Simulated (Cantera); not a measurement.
Input: 1 mol N₂O, 1.3 mol H₂O, 6.4 mol O₂, at 1 atm.

These are equilibrium values from Cantera (NASA tables, ideal gas, pure condensed phases), not measurements of a reactor. Candidate condensed phases: H₂O; 24 gas species. Kinetics and transport are ignored.

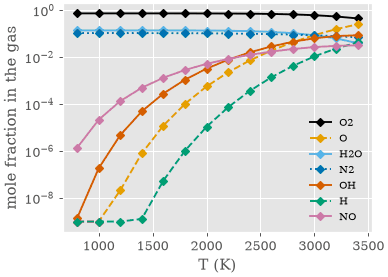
Equilibrium gas composition (values under 1e-9 drawn at 1e-9)

From 800 K to 3400 K nothing is condensed.
